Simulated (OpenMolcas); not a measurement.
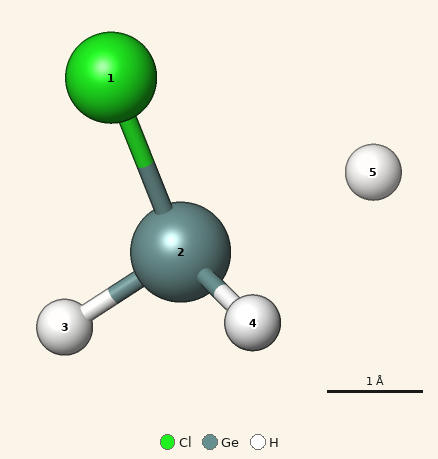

**Figure 1.** The structure (ball-and-stick view, seen at a tilt; atoms are numbered from 1 in the order of the input). Sticks mark near contacts.

**Single-point calculation of GeH₃Cl (part 1 of 2)**

GeH₃Cl, computed with BHLYP/def2-TZVP, RKS (OpenMolcas 26.06).

A bond length was changed on purpose from its optimised value.

Input file
```
&GATEWAY
BASLIB
$CurrDir
COORD
input.xyz
BASIS
def2-TZVP
GROUP
NoSym
&SEWARD
GRIDINPUT
Grid=UltraFine
End of Grid
&SCF
KSDFT
HYB_GGA_XC_BHANDHLYP
THRESHOLDS
1e-10 1e-07 1e-07 1e-05
PRORBITALS
1 2
```

File input.xyz
```
5

Cl    -2.863033    -0.981253    -0.579451
Ge    -0.825433    -0.970053    -1.281351
H     -0.826833    -0.299953    -2.658851
H     -0.368233    -2.429853    -1.361351
H      0.984500     0.782900     0.956700
```

Hardware: 1 thread of Arm Neoverse V1, 24 GiB of memory available, shared host.

Run as:
```bash
export MOLCAS_MEM=1860
pymolcas test.input > test.log
```

What the program printed
```
--- Start Module: gateway ---

                                              &GATEWAY

                       available to each process: 1.9 GB of memory, 1 thread

 Basis Set     1 Label: CL.DEF2-TZVP
 Basis set is read from library:.
 basistype.tbl is not found

 Basis Set     2 Label: GE.DEF2-TZVP
 Basis set is read from library:.
 basistype.tbl is not found

 Basis Set     3 Label: H.DEF2-TZVP
 Basis set is read from library:.
 basistype.tbl is not found

++    Symmetry information:
      ---------------------

                    Character Table for C1

                             E
                    a        1  x, y, xy, Rz, z, xz, Ry, yz, Rx, I
--

++    Basis set information:
      ----------------------

      Basis set label: CL.DEF2-TZVP.........

      Electronic valence basis set:
      ------------------
      Associated Effective Charge  17.000000 au
      Associated Actual Charge     17.000000 au
      Nuclear Model: Point charge

      Shell  nPrim  nBasis  Cartesian Spherical Contaminant
         s      14       5        X
         p       9       5        X
         d       3       2                 X
         f       1       1                 X

      Basis set label: GE.DEF2-TZVP.........

      Electronic valence basis set:
      ------------------
      Associated Effective Charge  32.000000 au
      Associated Actual Charge     32.000000 au
      Nuclear Model: Point charge

      Shell  nPrim  nBasis  Cartesian Spherical Contaminant
         s      17       6        X
         p      12       5        X
         d       8       4                 X
         f       1       1                 X

      Basis set label: H.DEF2-TZVP.........

      Electronic valence basis set:
      ------------------
      Associated Effective Charge   1.000000 au
      Associated Actual Charge      1.000000 au
      Nuclear Model: Point charge

      Shell  nPrim  nBasis  Cartesian Spherical Contaminant
         s       5       3        X
         p       1       1        X
--

++    Molecular structure info:
      -------------------------

                    ************************************************
                    **** Cartesian Coordinates / bohr, angstrom ****
                    ************************************************

     Center  Label                x              y              z                     x              y              z
        1      CL1             -5.410348      -1.854299      -1.095004             -2.863033      -0.981253      -0.579451
        2      GE2             -1.559842      -1.833134      -2.421402             -0.825433      -0.970053      -1.281351
        3      H3              -1.562488      -0.566829      -5.024500             -0.826833      -0.299953      -2.658851
        4      H4              -0.695860      -4.591757      -2.572581             -0.368233      -2.429853      -1.361351
        5      H5               1.860435       1.479467       1.807901              0.984500       0.782900       0.956700

                    ***************************************
                    *    InterNuclear Distances / bohr    *
                    ***************************************

               1 CL1           2 GE2           3 H3            4 H4            5 H5
    1 CL1      0.000000
    2 GE2      4.072613        0.000000
    3 H3       5.648411        2.894763        0.000000
    4 H4       5.648301        2.894705        4.791972        0.000000
    5 H5       8.509121        6.368566        7.911096        7.910943        0.000000

                    *******************************************
                    *    InterNuclear Distances / angstrom    *
                    *******************************************

               1 CL1           2 GE2           3 H3            4 H4            5 H5
    1 CL1      0.000000
    2 GE2      2.155134        0.000000
    3 H3       2.989011        1.531843        0.000000
    4 H4       2.988952        1.531812        2.535802        0.000000
    5 H5       4.502833        3.370100        4.186372        4.186291        0.000000

                    **************************************
                    *    Valence Bond Angles / degree    *
                    **************************************
                          Atom centers                 Phi
                      3 H3       2 GE2      4 H4       111.73
--

            Nuclear Potential Energy            169.18776278 au

--- Stop Module: gateway /rc=_RC_ALL_IS_WELL_ ---

--- Start Module: seward ---

                                              &SEWARD

                       available to each process: 1.9 GB of memory, 1 thread

               SEWARD will generate:
                  Multipole Moment integrals up to order  2
                  Kinetic Energy integrals
                  Nuclear Attraction integrals (point charge)
                  One-Electron Hamiltonian integrals
                  Velocity integrals
                  Orbital angular momentum around ( -2.7244  -1.8234  -1.9937 )
                  Velocity quadrupole around ( -2.7244  -1.8234  -1.9937 )
                  Two-Electron Repulsion integrals

                   Integrals are discarded if absolute value <: 1.00E-14
                   Integral cutoff threshold is set to       <: 1.00E-16

            Nuclear Potential Energy            169.18776278 au

      Basis set specifications :
      Symmetry species         a
      Basis functions          103

--- Stop Module: seward /rc=_RC_ALL_IS_WELL_ ---
--- Module seward spent 3 seconds ---

--- Start Module: scf ---

                                                &SCF

                       available to each process: 1.9 GB of memory, 1 thread

 ###############################################################################
 ###     Minimized-density-differences option turned off!                    ###
 ###############################################################################
++    Input section:
      --------------

      Header of the integral files:

      Cartesian coordinates in angstrom:
      -----------------------------------------------------
      No.  Label        X            Y            Z
      -----------------------------------------------------
       1   CL1       -2.86303300  -0.98125300  -0.57945100
       2   GE2       -0.82543300  -0.97005300  -1.28135100
       3   H3        -0.82683300  -0.29995300  -2.65885100
       4   H4        -0.36823300  -2.42985300  -1.36135100
       5   H5         0.98450000   0.78290000   0.95670000
      -----------------------------------------------------
      Nuclear repulsion energy =  169.18776278
--

++    Orbital specifications:
      -----------------------

      Symmetry species               1
                                     a
      Frozen orbitals                0
      Occupied orbitals             26
      Secondary orbitals            77
      Deleted orbitals               0
      Total number of orbitals     103
      Number of basis functions    103
--

      Molecular charge                           0.000

      Numerical integration parameters
      --------------------------------
      Radial quadrature type:                         MHL
      Size of radial grid:                            99
      Lebedev angular grid:                           41
      Angular grid pruned with the crowding factor:  1.00E+10
                                 and fading factor:  1.00E+01
      Screening threshold for integral computation:   1.00E-11
      Radial quadrature accuracy:                     1.00E-25
      Maximum batch size:                             128
      AO values are stored on disk
      The same grid will be used for all iterations.

      DFT functional specifications
      -----------------------------
      Using Libxc version: 6.2.2
      Please cite the following reference:
      S. Lehtola, C. Steigemann, M. J.T. Oliveira, and M. A.L. Marques.,  SoftwareX 7, 1–5 (2018) doi:10.1016/j.softx.2017.11.002

      * BHandHLYP
        - Defined through Gaussian implementation. doi:

++    Optimization specifications:
      ----------------------------

      SCF Algorithm: Conventional
      D(i)-D(i-1) density differences are used
      Number of density matrices in core                 5
      Maximum number of NDDO SCF iterations            400
      Maximum number of HF SCF iterations              400
      Threshold for SCF energy change             1.00E-10
      Threshold for density matrix                1.00E-07
      Threshold for Fock matrix                   1.00E-07
      Threshold for linear dependence             1.00E-09
      Threshold at which DIIS is turned on        1.50E-01
      Maximum depth in the DIIS procedure                5
      Maximum depth in the BFGS Hessian update          30
      Threshold at which QNR/C2DIIS is turned on  7.50E-02
      Threshold for Norm(delta) (QNR/C2DIIS)      1.00E-05
      All orbitals punched on: SCFORB
--

      Input vectors read from INPORB
      Orbital file label: *Guess orbitals

++ Convergence information
                                   [...]      iterations: Energy and convergence statistics

Iter     Tot. [...]      One-elec.       Two-elec.     Energy      Max Dij or  Max Fij      DNorm      TNorm      AccCon     Time
         Energy          Energy          Energy        Change      Delta Norm                                                in Sec.

 The total and one-electron energies are shifted by a value of      2000. a.u.

   1  -538.370067718 -1911.410521130  1203.852690634   0.00E+00    4.87E-01*   1.23E+00*    9.89E+00   3.76E+02   None         2.
   2  -538.359047117 -1944.129143710  1236.582333815   1.10E-02*   1.88E-01*   5.20E-02*    3.22E+00   3.82E+02   EDIIS        1.
   3  -538.843887774 -1919.651778022  1211.620127470  -4.85E-01*   1.06E-01*   3.50E-02*    1.21E+00   3.78E+02   EDIIS        1.
   4  -538.841478889 -1927.341048467  1219.311806800   2.41E-03*   1.26E-01*   1.79E-02*    3.97E-01   3.79E+02   c2DIIS       1.
   5  -538.851984513 -1922.317181248  1214.277433956  -1.05E-02*   7.67E-02*   8.78E-03*    1.80E-01   3.78E+02   c2DIIS       1.
   6  -538.852680224 -1923.824256602  1215.783813599  -6.96E-04*   2.53E-03*   3.78E-03*    1.09E-01   3.78E+02   c2DIIS       1.
   7  -538.853364226 -1923.110024270  1215.068897266  -6.84E-04*   2.84E-03*   3.41E-04*    1.35E-02   3.78E+02   QNRc2DIIS    1.
   8  -538.853362643 -1923.216452790  1215.175327369   1.58E-06*   2.13E-03*   7.67E-04*    8.13E-03   3.78E+02   QNRc2DIIS    1.
   9  -538.853366352 -1923.153254254  1215.112125124  -3.71E-06*   4.09E-04*   9.80E-05*    5.64E-03   3.78E+02   QNRc2DIIS    1.
  10  -538.853366527 -1923.151438179  1215.110308873  -1.75E-07*   1.36E-04*   3.13E-05*    1.32E-03   3.78E+02   QNRc2DIIS    1.
  11  -538.853366548 -1923.152446915  1215.111317588  -2.09E-08*   2.88E-05*   9.30E-06*    4.14E-04   3.78E+02   QNRc2DIIS    1.
  12  -538.853366550 -1923.152908937  1215.111779608  -1.39E-09*   5.99E-06    2.10E-06*    9.37E-05   3.78E+02   QNRc2DIIS    1.
  13  -538.853366550 -1923.152745740  1215.111616411  -4.64E-11    1.92E-06    1.13E-06*    2.10E-05   3.78E+02   QNRc2DIIS    1.
  14  -538.853366550 -1923.152857784  1215.111728456  -7.28E-12    8.15E-07    1.15E-06*    9.21E-06   3.78E+02   QNRc2DIIS    1.
  15  -538.853366550 -1923.152793910  1215.111664582   1.36E-12*   1.23E-07    6.69E-08     4.01E-06   3.78E+02   QNRc2DIIS    1.
  16  -538.853366550 -1923.152798531  1215.111669203   7.73E-12*   2.83E-08    5.50E-09     4.89E-07   3.78E+02   QNRc2DIIS    1.
  17  -538.853366550 -1923.152798332  1215.111669004   3.18E-12*   9.16E-09    4.42E-09     9.51E-08   3.78E+02   QNRc2DIIS    1.
  18  -538.853366550 -1923.152798566  1215.111669238  -3.18E-12    3.72E-09    1.41E-09     3.09E-08   3.78E+02   QNRc2DIIS    1.

       Convergence after  18 Iterations
--
```
